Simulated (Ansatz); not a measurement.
# TaNH$_{2}$OF$_{2}$: one change and its effect

System: TaNH$_{2}$OF$_{2}$, SMILES [NH]=[Ta]([OH])([F])[F].
Method of the first run: RKS wB97M-V/def2-SVP (Ansatz 0.2.0).

The geometry comes from this level: PBE0-D4/def2-TZVP. Text and figures count atoms from 1; the logs count them from 0 in places.

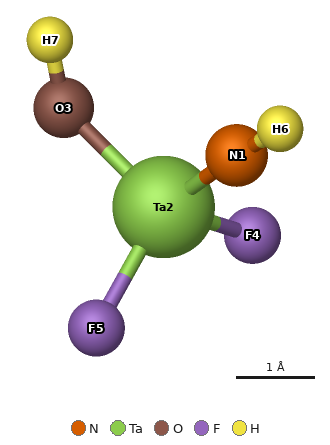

**Figure 1.** The structure as given in the input (ball-and-stick view, seen at a tilt; atoms are numbered from 1 in the order of the input). Sticks mark near contacts.

**Input file, the first run**
```yaml
crystal:
  periodic: [false, false, false]
  atoms:
    - {symbol: N, position_ang: [-0.798624, 1.006377, 0.617637]}
    - {symbol: Ta, position_ang: [-0.071662, -0.127766, -0.512532]}
    - {symbol: O, position_ang: [1.289916, -1.087510, 0.388193]}
    - {symbol: F, position_ang: [-1.392527, -1.326980, -1.116087]}
    - {symbol: F, position_ang: [0.679544, 0.831093, -1.948979]}
    - {symbol: H, position_ang: [-1.240547, 1.667876, 1.232171]}
    - {symbol: H, position_ang: [1.595201, -1.031188, 1.293896]}
basis:
  gaussian: {orbitals: def2-SVP}
hamiltonian: {xc: {name: wB97M-V}}
output: {orbitals: {seedname: orbitals}}
```

Hardware: 4 CPU threads, shared host.

**Output (the first run)**
```
Functional definition: wB97M-V
  parameter omega = 0.3/bohr
  parameter cx = 0.15
  parameter cx01 = 1.007
  parameter cx10 = 0.259
  parameter css00 = 0.443
  parameter css04 = -1.437
  parameter css10 = -4.535
  parameter css20 = -3.390
  parameter css43 = 4.278
  parameter cos00 = 1.000
  parameter cos10 = 1.358
  parameter cos20 = 2.924
  parameter cos21 = -8.812
  parameter cos60 = -1.390
  parameter cos61 = 9.142
  parameter b = 6.0
  parameter c = 0.01
  gx(w, u) = 1 - cx + cx01*u + cx10*w
  gss(w, u) = css00 + css04*u^4 + css10*w + css20*w^2 + css43*w^4*u^3
  gos(w, u) = cos00 + cos10*w + (cos20 + cos21*u)*w^2 + (cos60 + cos61*u)*w^6
  exchange = spin_sum(e_x_unif_sr(omega)*gx(b97_w, b97_u_x)) + cx*exact_x_sr(omega) + exact_x_lr(omega)
  correlation = spin_sum(e_c_pw_mod_same_spin*gss(b97_w, b97_u_same))
      + integral(e_c_pw_mod_opposite_spin*gos(b97_w_opposite, b97_u_opposite)) + vv10(b, c)
1031 factors; their error is unknown
216 factors; integrals over basis functions are off by at most 1.8e-5 eV
mean field evaluation 1: about -10535.7905 eV, gradient 8.3e1 eV
mean field evaluation 2: about -10510.3959 eV, gradient 1.4e2 eV
mean field evaluation 4: about -10548.9727 eV, gradient 7.3e0 eV
mean field evaluation 8: about -10549.0691 eV, gradient 1.0e-1 eV
mean field evaluation 16: about -10549.1283 eV, gradient 1.1e-4 eV
mean field -10549.12826184 eV, -387.6733131668 hartree, gradient 2.7e-5 eV, S^2 0.000000; 0 other end points of the search recorded, 0 dependent functions left out
reference -10549.12833504 eV, -387.6733158569 hartree; 24, 24 occupied and 74, 74 virtual orbitals, 1031 factors
Total energy: -10549.12833504 eV, -387.6733158569 hartree
```

The input of the second run differs as follows (lines with − go, lines with + come):
```diff
-  gaussian: {orbitals: def2-SVP}
+  gaussian: {orbitals: "def2-QZVPP.json"}
```

What does this change do to the results?

The total energy of the second run is 286.0 kcal/mol lower, which measures the change of basis and not a stability. The HOMO goes from −10.48 to −10.55 eV. The LUMO goes from 1.06 to 0.42 eV. The basis functions go from 98 to 369.

**Output (the second run)**
```
Functional definition: wB97M-V
  parameter omega = 0.3/bohr
  parameter cx = 0.15
  parameter cx01 = 1.007
  parameter cx10 = 0.259
  parameter css00 = 0.443
  parameter css04 = -1.437
  parameter css10 = -4.535
  parameter css20 = -3.390
  parameter css43 = 4.278
  parameter cos00 = 1.000
  parameter cos10 = 1.358
  parameter cos20 = 2.924
  parameter cos21 = -8.812
  parameter cos60 = -1.390
  parameter cos61 = 9.142
  parameter b = 6.0
  parameter c = 0.01
  gx(w, u) = 1 - cx + cx01*u + cx10*w
  gss(w, u) = css00 + css04*u^4 + css10*w + css20*w^2 + css43*w^4*u^3
  gos(w, u) = cos00 + cos10*w + (cos20 + cos21*u)*w^2 + (cos60 + cos61*u)*w^6
  exchange = spin_sum(e_x_unif_sr(omega)*gx(b97_w, b97_u_x)) + cx*exact_x_sr(omega) + exact_x_lr(omega)
  correlation = spin_sum(e_c_pw_mod_same_spin*gss(b97_w, b97_u_same))
      + integral(e_c_pw_mod_opposite_spin*gos(b97_w_opposite, b97_u_opposite)) + vv10(b, c)
1268 factors; their error is unknown
284 factors; integrals over basis functions are off by at most 8.4e-6 eV
mean field evaluation 1: about -10546.3036 eV, gradient 9.4e1 eV
mean field evaluation 2: about -10515.3637 eV, gradient 1.6e2 eV
mean field evaluation 4: about -10561.3885 eV, gradient 8.9e0 eV
mean field evaluation 8: about -10561.5221 eV, gradient 2.0e-1 eV
mean field evaluation 16: about -10561.5308 eV, gradient 2.5e-4 eV
mean field -10561.53080183 eV, -388.1290981045 hartree, gradient 8.6e-5 eV, S^2 0.000000; 0 other end points of the search recorded, 0 dependent functions left out
reference -10561.53085885 eV, -388.1291001999 hartree; 24, 24 occupied and 345, 345 virtual orbitals, 1268 factors
Total energy: -10561.53085885 eV, -388.1291001999 hartree
```

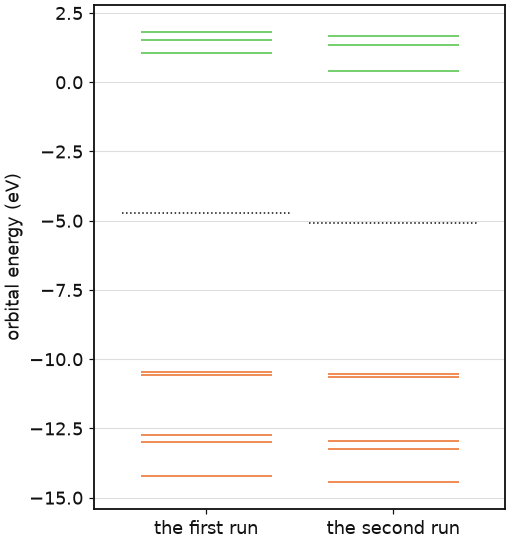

**Figure 2.** The five highest filled and three lowest empty orbital energies of the two runs; the dotted lines part filled from empty levels. The HOMO–LUMO gap is 11.54 eV in the first run and 10.97 eV in the second run.

**The two runs side by side**

```tsv
quantity	the first run	the second run
outcome	converged	converged
total energy (hartree)	−387.673316	−388.129100
HOMO (eV)	−10.48	−10.55
LUMO (eV)	1.06	0.42
basis functions	98	369
wall time (shared host)	5 s	15 s
```
